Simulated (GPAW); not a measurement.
# A GW chain in GPAW: Bi2S2O (P4/nmm), part 2 of 2

Aim: the G0W0 gap of Bi2S2O (P4/nmm) on LDA, step by step.

GPAW 26.7.0; LDA and many-body steps on it, plane waves. Known limits of the many-body steps: not at the basis limit; no spin-orbit coupling; coarse k mesh.

So far. Step 3 (Bands along the symmetry lines): The gap is 0.882 eV, as in the run before at this level. Step 4 (Empty states on the mesh, 4×4×2 mesh, 366 bands): On this mesh the gap is 0.882 eV.

**5. Screening and self-energy, 4×4×2 mesh, 356 bands, screening to 80 eV**

Now the one-shot GW correction: screening in the RPA, then the self-energy of the levels asked for.

This step: G0W0 on LDA, plane waves, PAW.

run.py

```python
import json
import numpy as np
from gpaw.mpi import world
from gpaw.response.g0w0 import G0W0

gw = G0W0('full.gpw',
    filename='gw',
    kpts=[0, 6, 7],
    bands=(46, 50),
    ecut=80,
    nbands=356,
    integrate_gamma='WS',
    ppa=True)
gw.calculate()
res = {mode: {k: v for k, v in r.items() if k != 'sigma_eskwn'}
       for mode, r in gw.all_results.items()}

if world.rank == 0:
    with open('result.json', 'w') as f:
        json.dump(res, f, default=lambda x: x.tolist())
```

Started as:

```console
$ mpirun -n 8 gpaw python run.py
```

Numbers of over 12 decimals in the logs are rounded to 6 here.

Log:

```text
Using integrator: PointIntegrator
FrequencyGridDescriptor(from 0.000+0.000j to 0.000+27.211j eV, 2 points)
Nonperiodic BCs:  [False False False]
Using integrator: PointIntegrator
FrequencyGridDescriptor(from 0.000+0.000j to 0.000+27.211j eV, 2 points)
Nonperiodic BCs:  [False False False]
  ___  _ _ _
 |   || | | |
 | | || | | |
 |__ ||_____|
 |___|

BZ k-points: Symmetries present (total): 8

  [... matrices ...]
32 k-points: 4 x 4 x 2 Monkhorst-Pack grid + [1/8,1/8,1/4]
12 k-points in the irreducible part of the Brillouin zone
       k-points in crystal coordinates                weights
   0:     0.00000000    0.00000000    0.00000000          1/32
   1:     0.00000000    0.00000000    0.50000000          1/32
   2:     0.25000000    0.00000000    0.00000000          4/32
   3:     0.25000000    0.00000000    0.50000000          4/32
   4:     0.25000000    0.25000000    0.00000000          4/32
   5:     0.25000000    0.25000000    0.50000000          4/32
   6:     0.50000000    0.00000000    0.00000000          2/32
   7:     0.50000000    0.00000000    0.50000000          2/32
   8:     0.50000000    0.25000000    0.00000000          4/32
   9:     0.50000000    0.25000000    0.50000000          4/32
          ...
  11:     0.50000000    0.50000000    0.50000000          1/32

Distributing spins, k-points and bands (1 x 3 x 4) over 8 processes
Number of blocks: 1

Quasi particle states:
k-points (IBZ indices): [0, 6, 7]
Band range: (46, 50)
  [... matrices ...]
Computational parameters:
Plane wave cut-off: 80 eV
Number of bands: 356
Coulomb cutoff: None
Broadening: 0.1 eV

fxc modes: GW
Kernel: RPA
Using Godby-Needs plasmon-pole approximation:
  Fitting energy: i*E0, E0 = 1.000 Hartree
Summing all q:

Calculating screened Coulomb potential
No Coulomb truncation
FrequencyGridDescriptor(from 0.000+0.000j to 0.000+27.211j eV, 2 points)
Removing empty qpoint cache files...

Calculating chi0 body with:
    Ground state adapter containing:
    Number of spins: 1
    Number of kpoints: 32
    Number of irreducible kpoints: 12
    Number of completely occupied states: 48
    Number of partially occupied states: 48
    Occupied states memory: 33.75 M / cpu

    Linear response parametrization:
    q_c: [0.0, 0.0, 0.0]
    Number of frequency points: 2
    Planewave cutoff: 80.0
    Number of bands: 356
    Number of planewaves: 341
    Broadening (eta): 1e-06
    comm.size: 8
    kncomm.size: 8
    blockcomm.size: 1

    Memory estimate of potentially large arrays:
        chi0_wGG: 3.548615 M / cpu
Integrating chi0 body.

Symmetries of q_c:
    Direct symmetries (Uq -> q): 8
    Indirect symmetries (TUq -> q): 8
In total 16 allowed symmetries.

  [... matrices ...]
12 groups of equivalent kpoints. 62.5% reduction.

Integral kind: response function
Integrating chi0 head and wings.

Symmetries of q_c:
    Direct symmetries (Uq -> q): 8
    Indirect symmetries (TUq -> q): 8
In total 16 allowed symmetries.

  [... matrices ...]
12 groups of equivalent kpoints. 62.5% reduction.

Integral kind: response function wings

Calculating chi0 body with:
    Ground state adapter containing:
    Number of spins: 1
    Number of kpoints: 32
    Number of irreducible kpoints: 12
    Number of completely occupied states: 48
    Number of partially occupied states: 48
    Occupied states memory: 33.75 M / cpu

    Linear response parametrization:
[... the further q-points ...]

Results:
f:      Occupation numbers
eps:     KS-eigenvalues [eV]
vxc:     KS vxc [eV]
exx:     Exact exchange [eV]
sigma:   Self-energies [eV]
dsigma:  Self-energy derivatives
Z:       Renormalization factors
qp:      QP-energies [eV]

k-point 0 (0): (0.000, 0.000, 0.000)                GW
band       f     eps     vxc     exx   sigma  dsigma       Z      qp
                                                                   GW
  46   1.000   4.795 -15.347 -18.135   2.645  -0.316   0.760   4.687
  47   1.000   4.795 -15.347 -18.135   2.645  -0.316   0.760   4.687
  48   0.000   6.865 -13.713  -9.661  -3.301  -0.236   0.809   7.472
  49   0.000   7.580 -14.135  -9.882  -3.356  -0.241   0.806   8.303

k-point 1 (6): (0.500, 0.000, 0.000)                GW
band       f     eps     vxc     exx   sigma  dsigma       Z      qp
                                                                   GW
  46   1.000   5.576 -16.446 -17.177   1.102  -0.276   0.783   5.867
  47   1.000   5.576 -16.446 -17.177   1.102  -0.276   0.783   5.867
  48   0.000   6.459 -14.569 -11.337  -2.581  -0.256   0.796   6.977
  49   0.000   6.459 -14.569 -11.337  -2.581  -0.256   0.796   6.977

k-point 2 (7): (0.500, 0.000, 0.500)                GW
band       f     eps     vxc     exx   sigma  dsigma       Z      qp
                                                                   GW
  46   1.000   5.577 -16.559 -17.313   1.128  -0.277   0.783   5.870
  47   1.000   5.577 -16.559 -17.313   1.128  -0.277   0.783   5.870
  48   0.000   6.465 -14.527 -11.274  -2.601  -0.256   0.796   6.983
  49   0.000   6.465 -14.527 -11.274  -2.601  -0.256   0.796   6.983
```

The job ended after 9.8 min (8 MPI ranks of Arm Neoverse V2, shared host; peak memory 6.2 GiB; 71 min of CPU time).

This step gave:

* G0W0 gap on the points computed: 1.107 eV
* least direct G0W0 gap on the computed points: 1.110 eV
* Z at the valence top: 0.7831
* Z at the conduction bottom: 0.7962
* starting gap on the mesh: 0.8817 eV
* k of the valence top: 0.5, 0, 0.5
* k of the conduction bottom: 0.5, 0, 0

The gap on the mesh goes from 0.88 eV to 1.11 eV, a correction of +0.23 eV.

Limits: finite bands, cutoff and mesh; no spin-orbit coupling; coarse k mesh. v1 is the top filled band, c1 the lowest empty one. The levels before and after the correction (eV, zero at the valence-band top of each column):

```
           conduction bottom  valence top
Kohn-Sham               0.88         0.00
     G0W0               1.11         0.00
```

```
                       level  energy (eV)
Kohn-Sham    (0.5 0 0) v2-v1       -0.001
Kohn-Sham    (0.5 0 0) c1-c2        0.882
Kohn-Sham  (0.5 0 0.5) v2-v1        0.000
Kohn-Sham  (0.5 0 0.5) c1-c2        0.888
     G0W0    (0.5 0 0) v2-v1       -0.003
     G0W0    (0.5 0 0) c1-c2        1.107
     G0W0  (0.5 0 0.5) v2-v1        0.000
     G0W0  (0.5 0 0.5) c1-c2        1.113
```

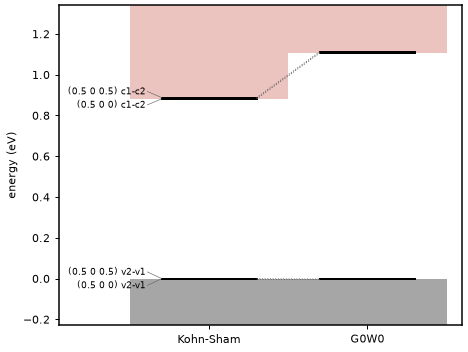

Levels before and after the correction. Shaded: valence and conduction bands.

**6. Where the time went**

Times are wall times on 8 MPI ranks of Arm Neoverse V2, shared host, good to a factor of about two.

```
                          step     time  share  memory (GiB)
                  ground state     35 s    3 %           1.8
bands along the symmetry lines  2.8 min   15 %           2.9
      empty states on the mesh  5.2 min   28 %           2.9
     screening and self-energy  9.8 min   53 %           6.2
```

**7. What came out**

| Quantity | Value |
| --- | --- |
| LDA gap | 0.88 eV, indirect (only 1 meV under the direct gap) |
| G0W0 gap on the mesh | 1.11 eV |
| GW settings | 4×4×2 mesh, 356 bands, screening to 80 eV, Godby-Needs plasmon pole |
| known limits | not at the basis limit; no spin-orbit coupling; coarse k mesh |

In words: G0W0 moves the gap on the mesh from 0.88 eV to 1.11 eV (+0.23 eV), with Z of 0.78 and 0.80 at the edges. Only 3 of the mesh's irreducible points were corrected, so a valley elsewhere could overtake. The dearest step here is «screening and self-energy». Bands and cutoff are finite, so the gap is not at the basis limit. The miss can reach some tenths of an eV and take either sign; the mesh is an error of its own. These stock PAW sets were not made for GW. In the G0W0 run levels were corrected at 3 k points alone, so a gap called «on the mesh» is the least over those, and an edge elsewhere would be missed. The 4×4×2 mesh is coarse for this cell, which bears on the long-range parts of exchange and screening. Where an edge is built on 6p states of lead, bismuth or thallium, scalar-relativistic gaps usually stand too wide, by a few tenths to over one eV. The many-body steps are scalar-relativistic: spin-orbit coupling is not in them.

[Paths, hosts, dates, memory and timing lines, banners, echoed tables and standing remarks are left out of the program output.]

[Logs are printed without paths, hosts, clocks, repeated set-up lines and the standing remarks that a program may print on its own settings, such as how far it seeks lower states.]

[Runs of the session that timed out or met a known fault of the program may be left out.]

[Hosts, paths, dates, database ids (printed as entryN), source tags and the programs' standing remarks are cut or masked in the printed files.]
